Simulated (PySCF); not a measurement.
```csv
atom,x (Å),y (Å),z (Å)
N,-1.9398,-0.1233,-0.0555
C,-0.5825,-0.2986,-0.4923
C,0.4925,0.2528,0.5115
C,1.8647,0.0455,0.0423
F,2.3116,0.8837,-0.9227
H,-2.1667,0.8567,0.0685
H,-2.1159,-0.6100,0.8160
H,-0.4594,0.2140,-1.4484
H,-0.4064,-1.3658,-0.6438
H,0.3069,1.3221,0.6421
H,0.3600,-0.2562,1.4686
H,2.3360,-0.9216,-0.0124
```

Geometry: GFN2-xTB.

All numbers below come from UKS B3LYP, pcH-1 on C F H N, non-relativistic, mean-field spin-orbit, GIAO in PySCF.

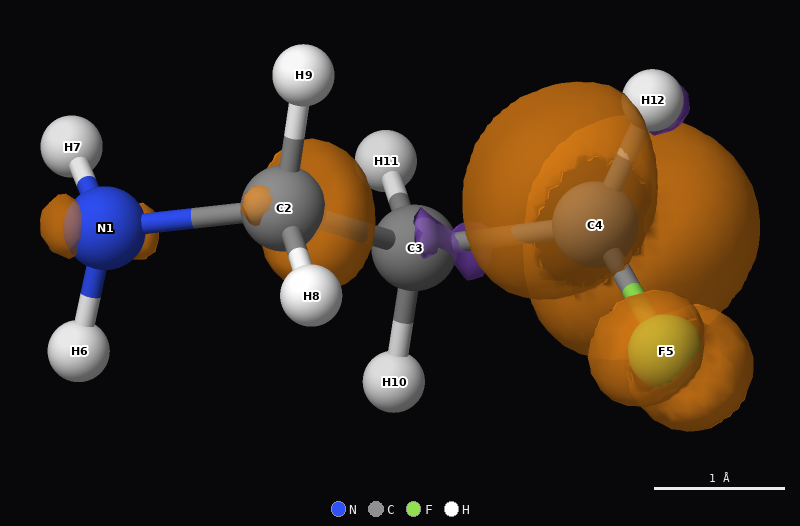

C$_{3}$H$_{7}$FN (SMILES NCC[CH]F) (doublet). Isosurfaces of the spin density at +0.03 (orange) and −0.03 e/Å³ (purple), seen from one side.

Question: Where is the unpaired spin?

Answer: The unpaired spin (1 electron) lies mostly on C4 (about 0.7) and F5 (about 0.1), in electrons by Hirshfeld's partition.
